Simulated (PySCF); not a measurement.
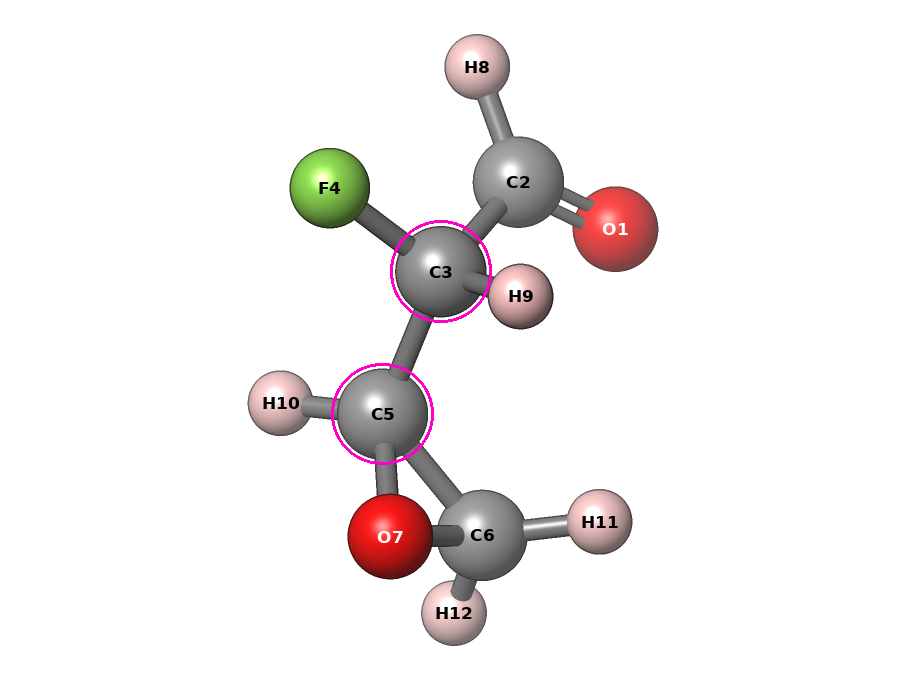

Depth is shown by fading: the farther an atom, the more it takes the colour of the background. Circles mark the stereogenic atoms. Computed geometry: PBE0-D3(BJ)/def2-SVP optimisation. No frequency run is at hand to confirm it as a minimum.

What are the Cahn–Ingold–Prelog descriptors?

C3: S (priorities F4 > C2 > C5 > H9); C5: R (priorities O7 > C3 > C6 > H10).

Give a SMILES with the stereochemistry.

O=C[C@@H](F)[C@H]1CO1
